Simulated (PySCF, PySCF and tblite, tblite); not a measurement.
# C₅H₈F+: a path driven as rotation about a bond, and NMR exchange, part 2 of 2

PySCF and tblite. Atoms count from 0. Earlier steps stand in the parts before.

## 9. The path in numbers

Job settings and geometry (Å):

```
{"job": {"smiles": "C=C[CH+]CCF", "charge": 1, "mult": 1, "motion": "rotation", "what": "allyl or dienyl ion", "atoms": [1, 2], "drives": [{"terms": [["t", [0, 1, 2, 3], 0.25], ["t", [0, 1, 2, 9], 0.25], ["t", [8, 1, 2, 3], 0.25], ["t", [8, 1, 2, 9], 0.25]], "by": 180, "n": 12}], "study": "path", "level": {"kind": "nmr", "xc": "PBE0", "basis": "pcSseg-1", "solvent": "methanol"}, "fields": [90, 400, 600], "first": 1, "seed": 128, "kind": "path"}, "charge": 1, "multiplicity": 1}
C      2.564848     0.607453     0.691476
C      1.602908    -0.100887     0.043040
C      0.251315     0.235255     0.168057
C     -0.832934    -0.451796    -0.486905
C     -2.206233    -0.310395     0.191555
F     -2.365074     0.969857     0.623539
H      3.608580     0.338714     0.617322
H      2.322543     1.458469     1.313277
H      1.876469    -0.951451    -0.569994
H     -0.011113     1.094901     0.782940
H     -0.611112    -1.488414    -0.754481
H     -0.910944     0.097524    -1.448902
H     -2.265655    -0.963366     1.069940
H     -3.024275    -0.536335    -0.498230
```

What it wrote:

```text
stationary points (kcal/mol above the start)
  n  kind          group   xTB      DFT    lowest mode
  0  minimum      C1       0.00     0.00      88.1
  1  saddle       C1      14.21    23.40    -476.2
  2  minimum      C1       3.11     3.52      58.3

GFN2-xTB energies: T/K, barrier G, reaction G (kcal/mol), k forward, k back (1/s)
 150.00    12.68     3.16   1.07e-06     0.0431
 200.00    12.71     3.17     0.0533        154
 250.00    12.76     3.17       36.2   2.15e+04
 298.15    12.82     3.18   2.48e+03   5.33e+05
 350.00    12.89     3.19   6.47e+04    6.4e+06
 400.00    12.97     3.21   6.82e+05   3.86e+07
 500.00    13.15     3.24   1.87e+07   4.87e+08

PBE0/pcSseg-1 + D3(BJ), IEF-PCM methanol energies: T/K, barrier G, reaction G (kcal/mol), k forward, k back (1/s)
 150.00    21.86     3.57   4.38e-20   7.06e-15
 200.00    21.90     3.58   4.87e-12   3.96e-08
 250.00    21.95     3.59   3.36e-07   0.000458
 298.15    22.01     3.60   0.000456      0.197
 350.00    22.08     3.61      0.119       21.2
 400.00    22.16     3.62       6.51        619
 500.00    22.33     3.65    1.8e+03   7.11e+04
```

It took 83 s on 1 thread of Arm Neoverse N1, shared host; peak memory 0.84 GiB. This counts the whole study up to here.

Barriers by level (kcal/mol; entropies in cal/(mol K)). Zero-point and thermal terms come from xTB in every row. ΔG‡ leaves symmetry out; the rate counts one path; effective ΔG‡, where given, is the barrier that would give that rate by Eyring's equation alone:

| level | ΔE‡ | with zero-point | ΔH‡ | ΔS‡ | ΔG‡ (298 K) | ΔE of reaction | k at 298 K (1/s) | effective ΔG‡ |
| --- | --- | --- | --- | --- | --- | --- | --- | --- |
| GFN2-xTB | 14.21 | 12.65 | 12.50 | -1.1 | 12.82 | 3.11 | 2.5e+03 | 12.82 |
| PBE0/pcSseg-1 + D3(BJ), IEF-PCM methanol | 23.40 | 21.83 | 21.68 | -1.1 | 22.01 | 3.52 | 0.00046 | 22.01 |

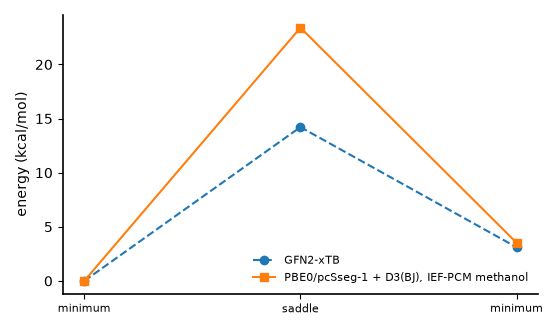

The xTB stationary points, at both levels.

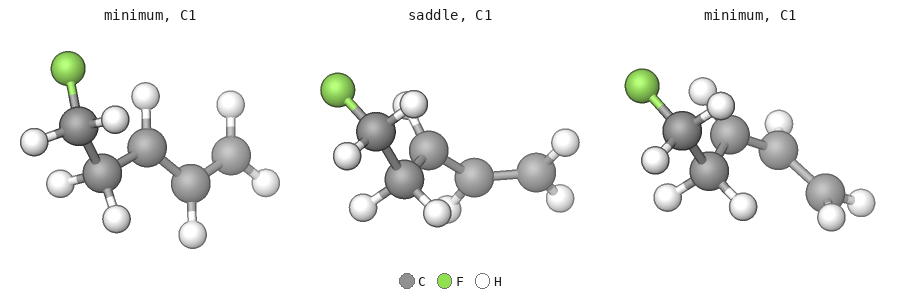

The stationary points in order.

Sites that the driver pairs across this motion, and where their lines would merge (no couplings; faster rotations or exchange between molecules can average them sooner):

```
nucleus      sites: shielding (ppm)  proton frequency (MHz)  spread (Hz)  coalescence (K)  lines at 298 K
    ¹³C  C0: -28.2; C0 (end): -18.0                     600         1535        not given               –
    ¹⁹F  F5: 428.2; F5 (end): 426.0                     600         1212        not given               –
    ¹³C    C1: 35.2; C1 (end): 37.9                     600          409        not given               –
    ¹³C  C3: 128.7; C3 (end): 131.3                     600          378        not given               –
     ¹H  H6: 21.99; H6 (end): 22.41                     600          252        not given               –
     ¹H  H9: 20.77; H9 (end): 20.41                     600          219        not given               –
     ¹H  H7: 22.42; H7 (end): 22.08                     600          205        not given               –
    ¹³C  C4: 104.9; C4 (end): 103.8                     600          176        not given               –
```

A dash: the driver gave no coalescence for this row (it judged the minor form too scarce).

Rows that set an atom against itself at the end compare its shielding in the two forms.

## 10. Shieldings, start: PBE/pcSseg-1 in methanol

Job settings and geometry (Å):

```
{"job": {"kind": "nmr", "xc": "PBE", "basis": "pcSseg-1", "solvent": "methanol", "pop": false}, "charge": 1, "multiplicity": 1}
C      2.564848     0.607453     0.691476
C      1.602908    -0.100887     0.043040
C      0.251315     0.235255     0.168057
C     -0.832934    -0.451796    -0.486905
C     -2.206233    -0.310395     0.191555
F     -2.365074     0.969857     0.623539
H      3.608580     0.338714     0.617322
H      2.322543     1.458469     1.313277
H      1.876469    -0.951451    -0.569994
H     -0.011113     1.094901     0.782940
H     -0.611112    -1.488414    -0.754481
H     -0.910944     0.097524    -1.448902
H     -2.265655    -0.963366     1.069940
H     -3.024275    -0.536335    -0.498230
```

What it wrote:

```text
coarse grid: 11480 points
cycle   1  E = -294.4471719945  dE =  6.188e-01  |g| = 4.869e-01  |ddm| = 3.235e+00
cycle   2  E = -294.3503829782  dE =  9.679e-02  |g| = 8.803e-01  |ddm| = 1.102e+00
cycle   3  E = -294.4853082189  dE = -1.349e-01  |g| = 1.363e-01  |ddm| = 7.853e-01
cycle   4  E = -294.4884610581  dE = -3.153e-03  |g| = 7.269e-02  |ddm| = 1.485e-01
cycle   5  E = -294.4898228352  dE = -1.362e-03  |g| = 2.807e-02  |ddm| = 7.212e-02
cycle   6  E = -294.4900385785  dE = -2.157e-04  |g| = 5.770e-03  |ddm| = 2.331e-02
cycle   7  E = -294.4900453888  dE = -6.810e-06  |g| = 2.146e-03  |ddm| = 4.881e-03
final grid: 110624 points
cycle   8  E = -294.5482515707  dE = -3.845e-05  |g| = 1.376e-02  |ddm| = 4.028e-02
cycle   9  E = -294.5481941332  dE =  5.744e-05  |g| = 2.238e-02  |ddm| = 2.419e-02
cycle  10  E = -294.5482936775  dE = -9.954e-05  |g| = 3.012e-03  |ddm| = 1.525e-02
cycle  11  E = -294.5482953362  dE = -1.659e-06  |g| = 2.937e-04  |ddm| = 2.491e-03
cycle  12  E = -294.5482953388  dE = -2.592e-09  |g| = 2.427e-04  |ddm| = 3.671e-04
cycle  13  E = -294.5482953561  dE = -1.732e-08  |g| = 4.039e-05  |ddm| = 2.015e-04
cycle  14  E = -294.5482953565  dE = -4.032e-10  |g| = 1.770e-05  |ddm| = 4.087e-05
converged SCF energy = -294.5482953565

GIAO shielding tensors (ppm)
atom      isotropic    diamagn.    paramagn.     s11        s22        s33       span
  0 C      -26.397     252.330    -278.727   -135.323    -99.946    156.079    291.402
  1 C       28.842     254.117    -225.274    -69.630     -0.745    156.901    226.531
  2 C      -71.381     258.826    -330.207   -214.581   -146.897    147.336    361.917
  3 C      117.395     252.619    -135.223     93.426    116.239    142.522     49.097
  4 C       95.405     240.596    -145.191     60.856     72.160    153.199     92.343
  5 F      400.715     476.036     -75.321    337.090    394.105    470.950    133.860
  6 H       22.217      26.194      -3.977     16.915     23.527     26.210      9.295
  7 H       22.643      28.874      -6.231     16.928     24.012     26.989     10.062
  8 H       22.991      30.557      -7.566     19.776     22.028     27.168      7.392
  9 H       20.849      32.851     -12.002     12.286     21.507     28.755     16.469
 10 H       27.068      30.047      -2.979     23.820     26.483     30.901      7.081
 11 H       26.752      28.333      -1.581     22.552     26.121     31.584      9.032
 12 H       26.158      27.556      -1.399     21.989     26.116     30.368      8.379
 13 H       25.767      26.050      -0.283     21.831     25.543     29.928      8.097
```

Run time: 19 s. Hardware: 1 thread of Arm Neoverse N1, shared host; peak memory 0.65 GiB.

In short: HOMO -8.22 eV, LUMO -5.54 eV.

## 11. Single-point energy, saddle of leg 1: PBE/pcSseg-1 in methanol

Job settings and geometry (Å):

```
{"job": {"kind": "sp", "xc": "PBE", "basis": "pcSseg-1", "solvent": "methanol", "pop": false}, "charge": 1, "multiplicity": 1}
C      2.544282     0.161284     0.722033
C      1.596337     0.332703    -0.178717
C      0.191629     0.496559    -0.178537
C     -0.773288    -0.538257    -0.436371
C     -2.181867    -0.248324     0.131790
F     -2.525413     1.031001    -0.169469
H      3.582713     0.094887     0.449203
H      2.309330     0.066558     1.770052
H      1.899878     0.411546    -1.236918
H     -0.202818     1.509842    -0.058906
H     -0.421090    -1.544161    -0.190750
H     -0.906118    -0.514270    -1.536526
H     -2.184032    -0.346087     1.222593
H     -2.929543    -0.913281    -0.309477
```

What it wrote:

```text
coarse grid: 11480 points
cycle   1  E = -294.3829922026  dE =  6.996e-01  |g| = 5.789e-01  |ddm| = 3.262e+00
cycle   2  E = -293.5820251939  dE =  8.010e-01  |g| = 1.756e+00  |ddm| = 1.979e+00
cycle   3  E = -294.4349222701  dE = -8.529e-01  |g| = 2.574e-01  |ddm| = 1.813e+00
cycle   4  E = -294.4520607169  dE = -1.714e-02  |g| = 8.434e-02  |ddm| = 2.659e-01
cycle   5  E = -294.4534786007  dE = -1.418e-03  |g| = 3.217e-02  |ddm| = 8.188e-02
cycle   6  E = -294.4536480350  dE = -1.694e-04  |g| = 1.756e-02  |ddm| = 3.201e-02
cycle   7  E = -294.4537115708  dE = -6.354e-05  |g| = 4.454e-03  |ddm| = 1.322e-02
cycle   8  E = -294.4537154909  dE = -3.920e-06  |g| = 1.997e-03  |ddm| = 4.428e-03
final grid: 110624 points
cycle   9  E = -294.5120705362  dE = -3.515e-05  |g| = 1.412e-02  |ddm| = 3.593e-02
cycle  10  E = -294.5119953899  dE =  7.515e-05  |g| = 2.326e-02  |ddm| = 2.721e-02
cycle  11  E = -294.5121158450  dE = -1.205e-04  |g| = 4.698e-03  |ddm| = 1.822e-02
cycle  12  E = -294.5121208166  dE = -4.972e-06  |g| = 8.201e-04  |ddm| = 3.718e-03
cycle  13  E = -294.5121209708  dE = -1.542e-07  |g| = 2.541e-04  |ddm| = 7.357e-04
cycle  14  E = -294.5121209836  dE = -1.279e-08  |g| = 2.127e-05  |ddm| = 1.805e-04
cycle  15  E = -294.5121209837  dE = -9.470e-11  |g| = 9.146e-06  |ddm| = 2.489e-05
converged SCF energy = -294.5121209837
```

Run time: 11 s. Hardware: 1 thread of Arm Neoverse N1, shared host; peak memory 0.55 GiB.

Key values: HOMO -7.71 eV, LUMO -5.77 eV.

## 12. Shieldings, end: PBE/pcSseg-1 in methanol

Job settings and geometry (Å):

```
{"job": {"kind": "nmr", "xc": "PBE", "basis": "pcSseg-1", "solvent": "methanol", "pop": false}, "charge": 1, "multiplicity": 1}
C      2.326544    -0.200678     0.615272
C      1.590856     0.680999    -0.109045
C      0.201475     0.614035    -0.285485
C     -0.652114    -0.530457    -0.087433
C     -2.097179    -0.185960     0.339177
F     -2.562786     0.835745    -0.423716
H      3.397080    -0.086407     0.701475
H      1.885357    -1.007959     1.181760
H      2.094465     1.533397    -0.552302
H     -0.292970     1.507000    -0.666441
H     -0.228540    -1.326107     0.527826
H     -0.750973    -0.939454    -1.113788
H     -2.113592     0.146158     1.383389
H     -2.764788    -1.041410     0.201983
```

What it wrote:

```text
coarse grid: 11480 points
cycle   1  E = -294.4404871494  dE =  6.215e-01  |g| = 4.897e-01  |ddm| = 3.252e+00
cycle   2  E = -294.3325722250  dE =  1.079e-01  |g| = 9.069e-01  |ddm| = 1.104e+00
cycle   3  E = -294.4783348770  dE = -1.458e-01  |g| = 1.467e-01  |ddm| = 8.002e-01
cycle   4  E = -294.4821391168  dE = -3.804e-03  |g| = 8.087e-02  |ddm| = 1.629e-01
cycle   5  E = -294.4838829551  dE = -1.744e-03  |g| = 2.899e-02  |ddm| = 7.846e-02
cycle   6  E = -294.4841076823  dE = -2.247e-04  |g| = 6.046e-03  |ddm| = 2.487e-02
cycle   7  E = -294.4841153188  dE = -7.636e-06  |g| = 2.092e-03  |ddm| = 5.277e-03
final grid: 110624 points
cycle   8  E = -294.5427499587  dE = -4.062e-05  |g| = 1.307e-02  |ddm| = 3.771e-02
cycle   9  E = -294.5426978005  dE =  5.216e-05  |g| = 2.122e-02  |ddm| = 2.335e-02
cycle  10  E = -294.5427879744  dE = -9.017e-05  |g| = 2.967e-03  |ddm| = 1.479e-02
cycle  11  E = -294.5427895925  dE = -1.618e-06  |g| = 6.490e-04  |ddm| = 2.548e-03
cycle  12  E = -294.5427896752  dE = -8.276e-08  |g| = 3.679e-04  |ddm| = 7.246e-04
cycle  13  E = -294.5427897153  dE = -4.002e-08  |g| = 3.070e-05  |ddm| = 2.947e-04
cycle  14  E = -294.5427897154  dE = -1.681e-10  |g| = 1.794e-05  |ddm| = 3.301e-05
converged SCF energy = -294.5427897154

GIAO shielding tensors (ppm)
atom      isotropic    diamagn.    paramagn.     s11        s22        s33       span
  0 C      -16.823     255.075    -271.898   -123.255    -96.372    169.159    292.413
  1 C       31.224     253.860    -222.637    -74.163      9.097    158.737    232.901
  2 C      -72.298     258.753    -331.051   -232.358   -142.337    157.800    390.158
  3 C      121.051     253.248    -132.196     87.983    114.765    160.407     72.424
  4 C       93.618     241.680    -148.062     58.043     72.729    150.082     92.040
  5 F      396.935     474.761     -77.826    327.751    387.361    475.694    147.943
  6 H       22.647      26.135      -3.488     18.478     23.566     25.897      7.419
  7 H       22.206      30.665      -8.459     16.134     23.421     27.065     10.931
  8 H       22.882      28.598      -5.716     21.221     21.660     25.765      4.544
  9 H       20.513      31.027     -10.514     11.975     20.738     28.826     16.850
 10 H       26.852      31.530      -4.677     23.474     26.455     30.628      7.155
 11 H       27.050      28.617      -1.567     23.140     25.915     32.096      8.956
 12 H       26.200      28.038      -1.838     21.964     26.389     30.246      8.283
 13 H       25.737      26.631      -0.894     21.729     25.629     29.852      8.123
```

It took 19 s on 1 thread of Arm Neoverse N1, shared host; peak memory 0.66 GiB.

This run: HOMO -8.26 eV, LUMO -5.65 eV.

## 13. Second level: PBE/pcSseg-1 + D3(BJ), IEF-PCM methanol

Job settings and geometry (Å):

```
{"job": {"smiles": "C=C[CH+]CCF", "charge": 1, "mult": 1, "motion": "rotation", "what": "allyl or dienyl ion", "atoms": [1, 2], "drives": [{"terms": [["t", [0, 1, 2, 3], 0.25], ["t", [0, 1, 2, 9], 0.25], ["t", [8, 1, 2, 3], 0.25], ["t", [8, 1, 2, 9], 0.25]], "by": 180, "n": 12}], "study": "path", "level": {"kind": "nmr", "xc": "PBE", "basis": "pcSseg-1", "solvent": "methanol", "wide": true}, "fields": [90, 400, 600], "first": 1, "seed": 128, "kind": "pathvar"}, "charge": 1, "multiplicity": 1}
C      2.564848     0.607453     0.691476
C      1.602908    -0.100887     0.043040
C      0.251315     0.235255     0.168057
C     -0.832934    -0.451796    -0.486905
C     -2.206233    -0.310395     0.191555
F     -2.365074     0.969857     0.623539
H      3.608580     0.338714     0.617322
H      2.322543     1.458469     1.313277
H      1.876469    -0.951451    -0.569994
H     -0.011113     1.094901     0.782940
H     -0.611112    -1.488414    -0.754481
H     -0.910944     0.097524    -1.448902
H     -2.265655    -0.963366     1.069940
H     -3.024275    -0.536335    -0.498230
```

What it wrote:

```text
stationary points (kcal/mol above the start)
  n  kind          group   xTB      DFT    lowest mode
  0  minimum      C1       0.00     0.00      88.1
  1  saddle       C1      14.21    22.73    -476.2
  2  minimum      C1       3.11     3.29      58.3

GFN2-xTB energies: T/K, barrier G, reaction G (kcal/mol), k forward, k back (1/s)
 150.00    12.68     3.16   1.07e-06     0.0431
 200.00    12.71     3.17     0.0533        154
 250.00    12.76     3.17       36.2   2.15e+04
 298.15    12.82     3.18   2.48e+03   5.33e+05
 350.00    12.89     3.19   6.47e+04    6.4e+06
 400.00    12.97     3.21   6.82e+05   3.86e+07
 500.00    13.15     3.24   1.87e+07   4.87e+08

PBE0/pcSseg-1 + D3(BJ), IEF-PCM methanol energies: T/K, barrier G, reaction G (kcal/mol), k forward, k back (1/s)
 150.00    21.86     3.57   4.38e-20   7.06e-15
 200.00    21.90     3.58   4.87e-12   3.96e-08
 250.00    21.95     3.59   3.36e-07   0.000458
 298.15    22.01     3.60   0.000456      0.197
 350.00    22.08     3.61      0.119       21.2
 400.00    22.16     3.62       6.51        619
 500.00    22.33     3.65    1.8e+03   7.11e+04

PBE/pcSseg-1 + D3(BJ), IEF-PCM methanol energies: T/K, barrier G, reaction G (kcal/mol), k forward, k back (1/s)
 150.00    21.19     3.34   4.19e-19   3.09e-14
 200.00    21.23     3.35   2.65e-11    1.2e-07
 250.00    21.28     3.35    1.3e-06    0.00111
 298.15    21.34     3.36    0.00142      0.414
 350.00    21.41     3.37      0.313       39.9
 400.00    21.49     3.39       15.2   1.08e+03
 500.00    21.66     3.42   3.55e+03   1.11e+05
```

Run time: 2.2 min. Hardware: 1 thread of Arm Neoverse N1, shared host; peak memory 0.84 GiB. This counts the runs that the step sums up.

Barriers by level (kcal/mol; entropies in cal/(mol K)). Zero-point and thermal terms come from xTB in every row. ΔG‡ leaves symmetry out; the rate counts one path; effective ΔG‡, where given, is the barrier that would give that rate by Eyring's equation alone:

```csv
level,ΔE‡,with zero-point,ΔH‡,ΔS‡,ΔG‡ (298 K),ΔE of reaction,k at 298 K (1/s),effective ΔG‡
GFN2-xTB,14.21,12.65,12.50,-1.1,12.82,3.11,2.5e+03,12.82
"PBE0/pcSseg-1 + D3(BJ), IEF-PCM methanol",23.40,21.83,21.68,-1.1,22.01,3.52,0.00046,22.01
"PBE/pcSseg-1 + D3(BJ), IEF-PCM methanol",22.73,21.16,21.01,-1.1,21.34,3.29,0.0014,21.34
```

## 14. Nudged elastic band, band settings drawn wide

Job settings and geometry (Å):

```
{"job": {"images": 11, "spring": 3.0, "start": "idpp", "climb": false, "fmax": 0.03, "method": "GFN1-xTB", "steps": 200, "xc": "GFN1-xTB", "basis": "xTB", "kind": "neb"}, "charge": 1, "multiplicity": 1}
C      2.564848     0.607453     0.691476
C      1.602908    -0.100887     0.043040
C      0.251315     0.235255     0.168057
C     -0.832934    -0.451796    -0.486905
C     -2.206233    -0.310395     0.191555
F     -2.365074     0.969857     0.623539
H      3.608580     0.338714     0.617322
H      2.322543     1.458469     1.313277
H      1.876469    -0.951451    -0.569994
H     -0.011113     1.094901     0.782940
H     -0.611112    -1.488414    -0.754481
H     -0.910944     0.097524    -1.448902
H     -2.265655    -0.963366     1.069940
H     -3.024275    -0.536335    -0.498230
```

What it wrote:

```text
image   E - E0 / eV
  0       0.0000
  1       0.0214
  2       0.0991
  3       0.2260
  4       0.4140
  5       0.6070
  6       0.5546
  7       0.3711
  8       0.2208
  9       0.1263
 10       0.1030
```

Run time: 12 s. Hardware: 1 thread of Arm Neoverse N1, shared host; peak memory 0.36 GiB.

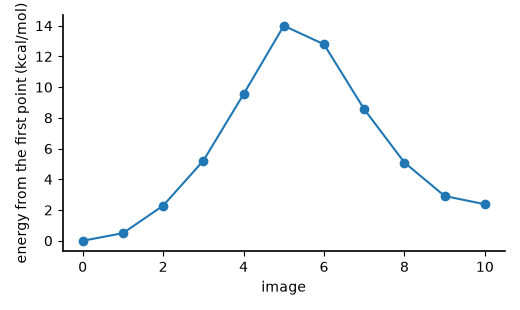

Energy along the band.

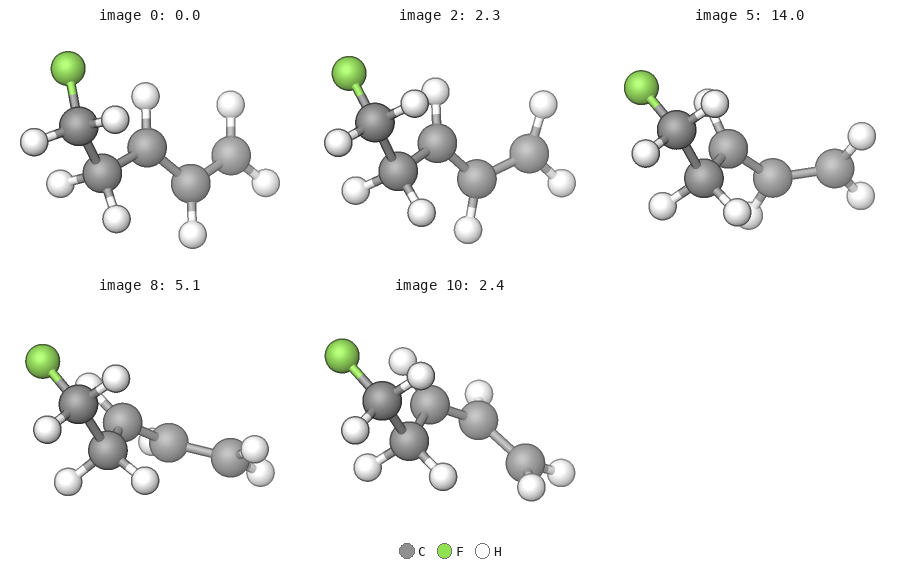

Images along the band, with energies in kcal/mol.

## 15. What came out

What follows sums up all 2 parts.

| quantity | value |
| --- | --- |
| barrier (PBE0/pcSseg-1 + D3(BJ), IEF-PCM methanol) | ΔE‡ 23.4, ΔG‡(298 K) 22.0 kcal/mol |
| barrier (GFN2-xTB) | ΔE‡ 14.2 kcal/mol |
| rate at 298 K | 0.00046 s⁻¹ |
| end of the path | 3.5 kcal/mol from the start |

**Reading.** DFT puts the top 23.4 kcal/mol above the start (xTB: 14.2); the rate from the DFT barrier is 0.00046 s⁻¹ at 298 K. An error of 1.4 kcal/mol changes that rate tenfold. PBE/pcSseg-1 + D3(BJ), IEF-PCM methanol moves the barrier from 23.4 to 22.7 kcal/mol.
